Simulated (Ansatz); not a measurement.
**GeH6OS: density, localisation and related maps**

Input file:

```
crystal:
  periodic: [false, false, false]
  atoms:
    - {symbol: Ge, position_ang: [-0.898674, -0.398207, -0.104426]}
    - {symbol: O, position_ang: [0.475504, 0.253417, 1.169268]}
    - {symbol: H, position_ang: [-0.530052, -1.712266, -0.789139]}
    - {symbol: H, position_ang: [-1.768577, -0.772289, 1.137595]}
    - {symbol: H, position_ang: [-1.701867, 0.661880, -0.862455]}
    - {symbol: H, position_ang: [1.053873, 0.721849, 0.391359]}
    - {symbol: S, position_ang: [1.193081, 0.738190, -1.419053]}
    - {symbol: H, position_ang: [0.173309, 0.839819, 1.875103]}
    - {symbol: H, position_ang: [2.003404, -0.332492, -1.398252]}
basis:
  gaussian: {orbitals: def2-TZVPP}
hamiltonian: {xc: pbe0, dispersion: d4}
output: {orbitals: {seedname: orbitals}}
```

Launched as:

```sh
ansatz run in.yaml --threads 4 --pin off --events-out ev --progress --plain --max-ram 9574MiB
```

A transition-state structure; geometry: PBE0-D4/def2-TZVP.

Theory: RKS PBE0-D4/def2-TZVPP (Ansatz).

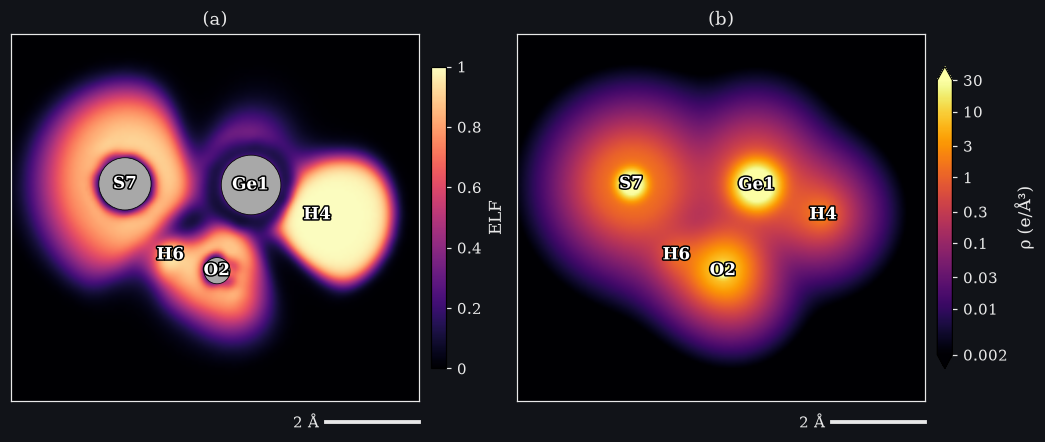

Figure 1. (a) electron localisation function; (b) total electron density on the plane of atoms O2, Ge1 and H4. Grey discs cover the atomic cores in the ELF map.

What does the map show?

Answer. The plane passes through Ge, O, H and S nuclei.
Ge–O (1.98 Å): the density is about 0.62 e/Å³ at the midpoint; the ELF peaks at about 0.90 in the valence shell of O, 0.6 Å from its nucleus, and is about 0.35 at the midpoint.
Ge–S (2.72 Å): ρ is about 0.32 e/Å³ halfway; the ELF peaks at about 0.90 in the valence shell of S, 0.9 Å from its nucleus, and is about 0.60 at the midpoint.
The ELF also peaks beside S7, away from the bonds: lone-pair regions.

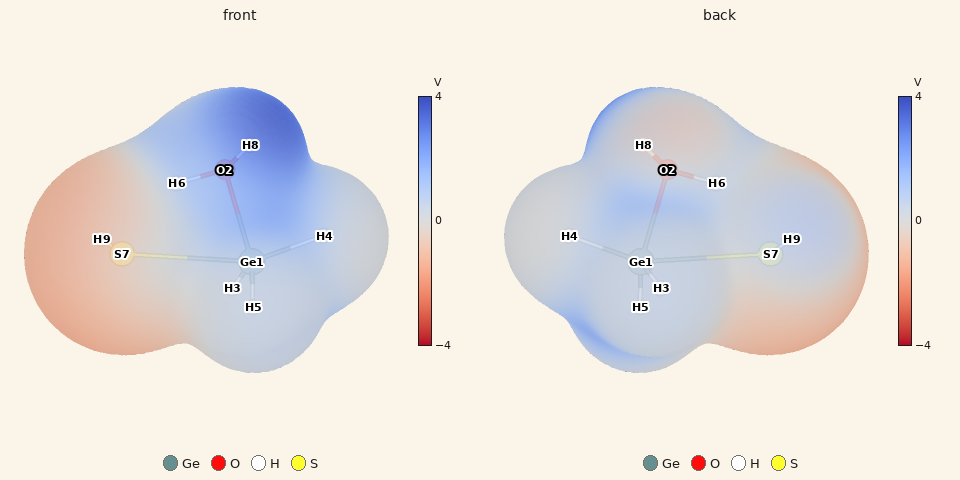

Figure 2. The molecular electrostatic potential painted on the density surface at 0.002 e/bohr³, seen from the front and from behind; the colour scale runs from red (negative) to blue (positive).

Where is the surface potential most negative and most positive?

Answer. The most negative region (about −1.3 V) lies over S7, the most positive (about +3.4 V) over H8.

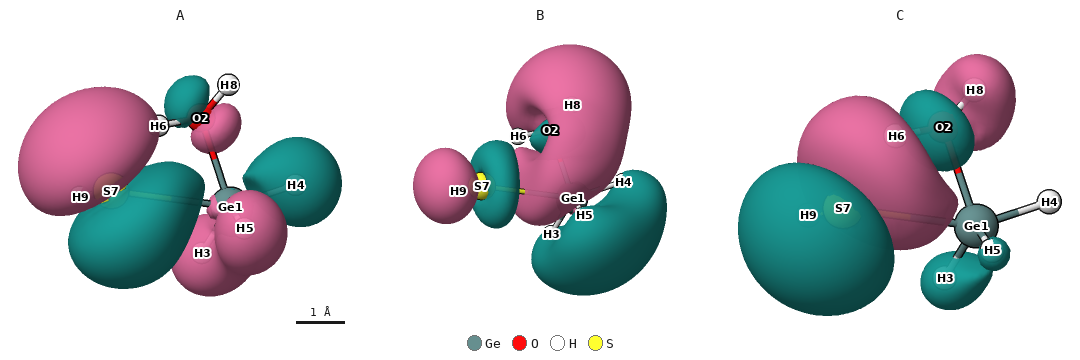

Figure 3. Three frontier orbitals at ±0.06 Å⁻³ᐟ² (teal and pink are the two phases), in no order.

Order the three orbitals by energy and name them.

Answer. C is the HOMO−1 (−7.05 eV). Its weight (Hirshfeld) is mainly on S7 (about 70 %), O2 (about 10 %) and H6 (about 5 %); largely a lone pair of S7. A is the HOMO (−6.51 eV). Its weight (Hirshfeld) is mainly on S7 (about 70 %) and Ge1 (about 10 %); largely a lone pair of S7. B is the LUMO (−0.75 eV). By Hirshfeld shares it lies mainly on Ge1 (about 45 %), O2 (about 15 %), S7 (about 10 %) and H8 (about 10 %).

What is the HOMO–LUMO gap?

Answer. 5.76 eV between the orbital energies.
